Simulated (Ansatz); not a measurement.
**SiNH4O2 (SMILES N[Si](O)O): the energy, rung by rung**

SiNH4O2 has 8 atoms, charge 0, and is taken as a doublet. SMILES: `N[Si](O)O`. The shape was relaxed beforehand at PBE0/def2-SVP. This is one conformer, not always the lowest.

```xyz
8

N    -0.5021    1.2769    0.1282
Si    0.0960   -0.2439   -0.3827
O     1.6593   -0.2895    0.2096
O    -0.9674   -1.3479    0.2862
H     0.0707    2.1094    0.0659
H    -1.4941    1.4787    0.1116
H     2.2554   -0.8592   -0.2853
H    -1.0257   -2.1818   -0.1892
```

Quantity: the dissociation energy of the H8–O4 bond into doublet H and singlet SiNH3O2 (shapes relaxed at PBE0/def2-SVP, no zero-point term), in eV. The values are calculated.

```csv
level,kind,program,value (eV),CPU time (all runs)
UHF/def2-SVP,Hartree–Fock,Ansatz,2.05,1.6 s
USVWN5/def2-SVP,LDA,Ansatz,2.41,2.2 s
UPBE/def2-SVP,GGA,Ansatz,2.10,4 s
U-r2SCAN/def2-SVP,meta-GGA,Ansatz,2.23,9.4 s
UB3LYP/def2-SVP,global hybrid,Ansatz,2.17,5.3 s
UCAM-B3LYP/def2-SVP,range-separated hybrid,Ansatz,2.22,5.9 s
UB2PLYP/def2-SVP,double hybrid,Ansatz,2.03,7 s
RPA@PBE/def2-SVP,RPA,Ansatz,1.98,9.2 s
```

The values span 1.98 to 2.41 eV. A fragment with an even electron count was run as a singlet and may have a lower triplet. Measured bond enthalpies also hold zero-point and thermal terms, a few tenths of an eV less. Times are those of the runs behind each value, whatever else they computed, on shared processors of several kinds: orders of magnitude only.

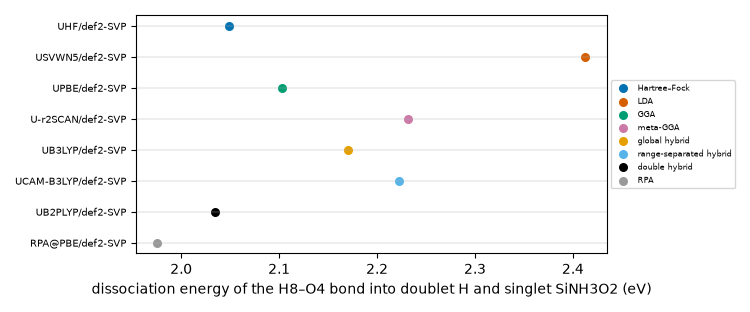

The values of the table, level by level.
